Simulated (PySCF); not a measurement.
Bi(F)(Me)2, SMILES [CH3][Bi]([CH3])[F] (C2H6BiF), singlet at its PBE0/def2-SVP optimised geometry (Å):

```
10

Bi    -0.5673    -1.3206     0.0000
F      1.4862    -1.3206     0.0000
C     -0.6720     0.9406     0.0000
H     -0.8197     1.3206     1.0202
H     -1.4862     1.2875    -0.6527
H      0.2960     1.2873    -0.3888
C     -0.6721    -1.4289    -2.2588
H     -0.8325    -2.4643    -2.5892
H      0.3015    -1.0700    -2.6220
H     -1.4773    -0.7833    -2.6385
```

Calculation: PySCF 2.14.0 with PBE0/def2-TZVP, def2 effective core potentials past Kr. The core electrons that the potentials of Bi replace are not part of the density. Cells within 0.4 Å of a nucleus heavier than hydrogen are left out (blank, or x).

Map of the log10 of the electron density (e/bohr³), floored at −4 on the plane z = 0.0 Å:

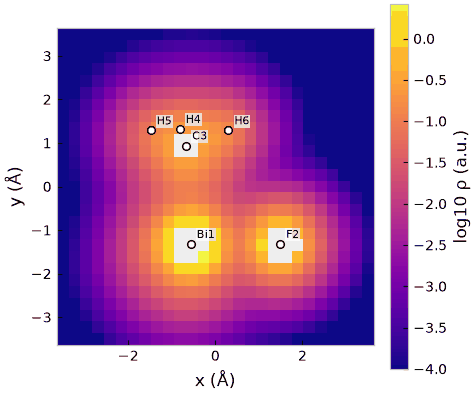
Figure. Log10 of the electron density (e/bohr³), floored at −4 on the plane z = 0.0 Å.
